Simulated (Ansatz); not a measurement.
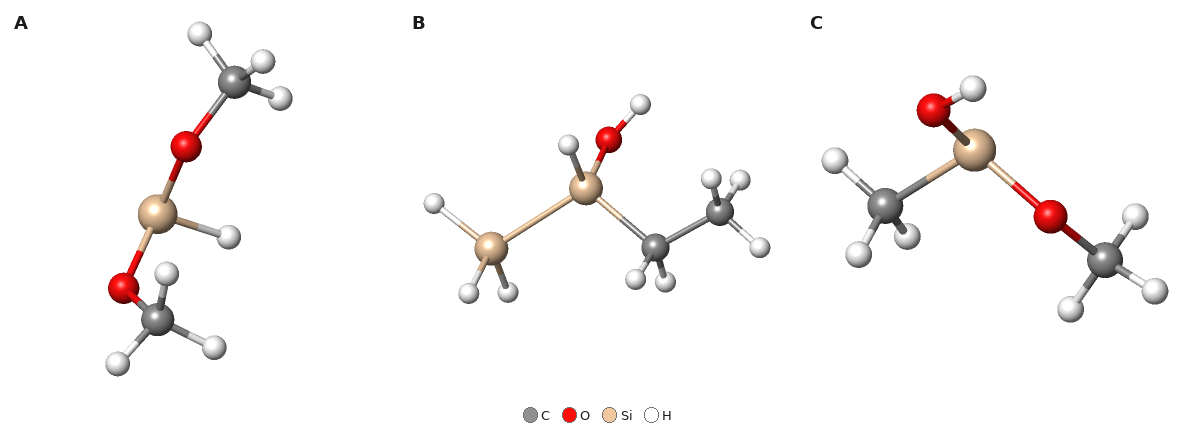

(Drawn from a calculation with Ansatz.)

```xyz
12
charge 0, multiplicity 2
C    -1.1987   -1.5604   -0.2601
O    -0.5718   -0.7421    0.6982
Si    0.8523    0.0561    0.4561
C     0.6846    1.4358   -0.7925
O     1.2334    0.7797    1.8843
H    -2.0278   -2.0805    0.2231
H    -1.6008   -0.9683   -1.0900
H    -0.5108   -2.3093   -0.6686
H     0.3959    1.0476   -1.7713
H    -0.0801    2.1397   -0.4496
H     1.6303    1.9700   -0.8998
H     1.1936    0.2319    2.6702
```

**Which picture belongs to the input above?**

C. The file holds C2H7O2Si, `CO[Si](C)O`.
